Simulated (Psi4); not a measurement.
# InHCl (SMILES [Cl][InH]) at UHF/LANL2DZ (density fitting, core potential, Cartesian functions)

Aim: the vertical electron affinity of InHCl at UHF/LANL2DZ (density fitting, core potential, Cartesian functions), from 2 runs. 

The calculation is run with Psi4 1.11.

7 further runs of the same task are left out: 2 that didn't finish, 5 set aside as unsound or not needed.

### Step 1. The molecule

InHCl: 3 atoms, total charge 0, spin state doublet. SMILES: `[Cl][InH]`. Geometry: relaxed at PBE0-D4/def2-TZVP.

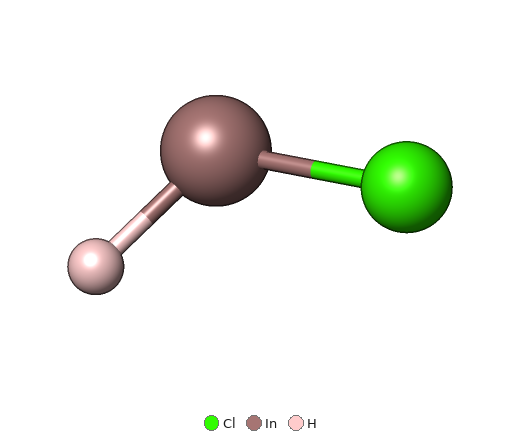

The structure, seen from a chosen angle (chlorine green, indium brown, hydrogen pink).

### Step 2. The polarisability at UHF/LANL2DZ (density fitting, core potential, Cartesian functions)

Contents of clhin.xyz:

```xyz
3
ClHIn
Cl    -1.649800     0.396800    -0.867400
In     0.409500     0.542400     0.286100
H      1.229400    -1.003900     0.568100
```

Contents of clhin.py:

```python
import psi4

psi4.set_memory(1600000000)
psi4.set_num_threads(1)
psi4.set_output_file('clhin.out', False)

with open('clhin.xyz') as f:
    atoms = ''.join(f.readlines()[2:])
molecule = psi4.geometry('0 2\n' + atoms + 'symmetry c1\nno_reorient\nno_com')

psi4.set_options(dict(reference='uhf'))

E, wfn = psi4.properties("hf/LANL2DZ", properties=['dipole_polarizabilities'], molecule=molecule, return_wfn=True)
print(f'total energy {E:.8f} hartree = {E * 27.211386:.5f} eV')
```

Command:

```
$ python clhin.py
```

clhin.out:

```text
[...]
    !!!  WARNING: ECP capability is in beta. Please check occupations closely.  !!!
[...]
  Running in c1 symmetry.
[...]
  Nuclear repulsion =    6.650303654218347
[...]
  Multiplicity = 2
[...]
  Nalpha       = 6
  Nbeta        = 5
[...]
    Number of basis functions: 18
[...]
   @DF-UHF iter   1:   -17.03466369970167   -1.74225e+00   1.49353e-02 ADIIS/DIIS
[...]
   @DF-UHF iter  10:   -17.10428651779511   -1.30254e-08   9.58629e-07 DIIS
[...]
   @S^2 Observed:                7.661732761E-01
[...]
    Orbital Energies [Eh]
    ---------------------
    Alpha Occupied:
       1A     -1.027578     2A     -0.565386     3A     -0.469970
       4A     -0.432723     5A     -0.432524     6A     -0.326784
    Alpha Virtual:
       7A      0.000648     8A      0.078417     9A      0.138152
      10A      0.248884    11A      0.264350    12A      0.305741
      13A      0.949493    14A      0.959823    15A      1.008493
      16A      1.222374    17A      6.206105    18A     11.567818
    Beta Occupied:
[...]
  @DF-UHF Final Energy:   -17.10428651779511
   => Energetics <=
    Nuclear Repulsion Energy =              6.6503036542183471
    One-Electron Energy =                 -41.4415236781992604
    Two-Electron Energy =                  17.6869335061858024
    Total Energy =                        -17.1042865177951100
  UHF NO Occupations:
  HONO-2 :    4  A 1.9996097
  HONO-1 :    5  A 1.9923916
[...]
 Multipole Moments:
 ------------------------------------------------------------------------------------
     Multipole            Electronic (a.u.)      Nuclear  (a.u.)        Total (a.u.)
 ------------------------------------------------------------------------------------
 L = 1.  Multiply by 2.5417464519 to convert [e a0] to [Debye]
 Dipole X            :         18.6054901          -17.1789333            1.4265568
 Dipole Y            :         -6.0211473            6.4267696            0.4056223
 Dipole Z            :          9.6112700           -8.7785337            0.8327363
 Magnitude           :                                                    1.7008949
[...]
```

On the terminal:

```text
total energy -17.10428652 hartree = -465.43134 eV
```

Run time: 1.3 s. Hardware: 1 thread of Intel Xeon 6975P-C (Granite Rapids), shared host; peak memory 0.18 GiB.

### Step 3. The singlet anion

Contents of job.dat:

```
memory 1600 MB

molecule mol {
  -1 1
  Cl    -1.649800     0.396800    -0.867400
  In     0.409500     0.542400     0.286100
  H      1.229400    -1.003900     0.568100
  symmetry c1
  no_reorient
  no_com
}

set reference uhf

properties("scf/LANL2DZ", properties=['dipole_polarizabilities'])
```

Command:

```
$ psi4 job.dat job.out -n 1
```

job.out:

```text
[...]
    !!!  WARNING: ECP capability is in beta. Please check occupations closely.  !!!
[...]
  Running in c1 symmetry.
[...]
  Nuclear repulsion =    6.650303654218347
[...]
  Multiplicity = 1
[...]
  Nalpha       = 6
  Nbeta        = 6
[...]
    Number of basis functions: 18
[...]
   @DF-UHF iter   1:   -17.05595182551792   -1.76354e+00   1.61156e-02 DIIS/ADIIS
[...]
   @DF-UHF iter   8:   -17.12733088745718   -7.19288e-09   5.98770e-07 DIIS
[...]
   @S^2 Observed:                8.881784197E-15
[...]
    Orbital Energies [Eh]
    ---------------------
    Alpha Occupied:
       1A     -0.825752     2A     -0.327718     3A     -0.250009
       4A     -0.241767     5A     -0.229515     6A     -0.038963
    Alpha Virtual:
       7A      0.207300     8A      0.270451     9A      0.337238
      10A      0.463075    11A      0.501387    12A      0.542625
      13A      1.134100    14A      1.148825    15A      1.190456
      16A      1.477232    17A      6.401870    18A     11.837257
    Beta Occupied:
[...]
  @DF-UHF Final Energy:   -17.12733088745718
   => Energetics <=
    Nuclear Repulsion Energy =              6.6503036542183471
    One-Electron Energy =                 -43.7278170461078375
    Two-Electron Energy =                  19.9501825044323127
    Total Energy =                        -17.1273308874571768
  UHF NO Occupations:
  HONO-2 :    4  A 2.0000000
  HONO-1 :    5  A 2.0000000
[...]
 Multipole Moments:
 ------------------------------------------------------------------------------------
     Multipole            Electronic (a.u.)      Nuclear  (a.u.)        Total (a.u.)
 ------------------------------------------------------------------------------------
 L = 1.  Multiply by 2.5417464519 to convert [e a0] to [Debye]
 Dipole X            :         17.7480742          -17.1789333            0.5691409
 Dipole Y            :         -7.6738041            6.4267696           -1.2470346
 Dipole Z            :          8.9552093           -8.7785337            0.1766756
 Magnitude           :                                                    1.3821110
[...]
```

It took 1.4 s on 1 thread of Intel Xeon 6975P-C (Granite Rapids), shared host; peak memory 0.19 GiB.

### Step 4. What came out

At UHF/LANL2DZ (density fitting, core potential, Cartesian functions):

| quantity | value |
| --- | --- |
| doublet InHCl: total energy | -17.10429 Eh |
| doublet InHCl: dipole moment | 4.32 D |
| doublet InHCl: HOMO energy (highest over α and β) | -8.89 eV |
| doublet InHCl: LUMO energy (lowest over α and β) | -0.25 eV |
| doublet InHCl: ⟨S²⟩ | 0.766 |
| doublet InHCl: mean static polarisability | 35.3 bohr³ |
| singlet anion: total energy | -17.12733 Eh |
| singlet anion: HOMO energy | -1.06 eV |
| singlet anion: LUMO energy | 5.64 eV |
| singlet anion: HOMO–LUMO gap (to an unbound level, set by the basis) | 6.70 eV |
| singlet anion: mean static polarisability | 45.5 bohr³ |
| vertical electron affinity (to the singlet anion) | 0.627 eV |

**Reading.** At fixed nuclei the extra electron is bound by 0.63 eV (14.5 kcal/mol). The basis has no diffuse functions, so the error can be as large as this value.
